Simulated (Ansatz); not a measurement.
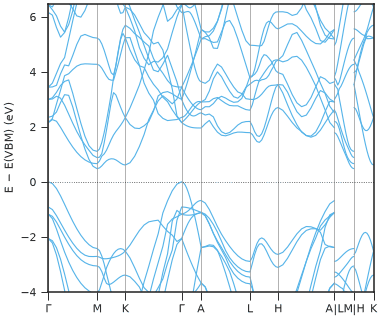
*Band structure from plane-wave PAW PBE (Ansatz code)*

Problem. Read off the gap and where the band edges lie.

Solution. About 0.5 eV (0.48 eV by a search for the band edges); maximum at Γ, minimum at M.

Problem. Which compound is it?
(A) BeS, NiAs type
(B) BAs, P6_222 (B on 3d, As on 3c)
(C) SnO, wurtzite

Solution. B, BAs, P6_222 (B on 3d, As on 3c)

The start of the workflow was typed in or built on a structure type; neither database checked (COD, Materials Project) lists it. It is not the phase usual at ambient conditions (space group No. 216). The PBE relaxation kept the symmetry of its start; its stability against distortions is not shown here. Its formation energy is positive at this level, so the cell may be metastable or incomplete. Spin–orbit coupling is left out wherever it is not named.

Potentials: the later of the program's two PAW sets.
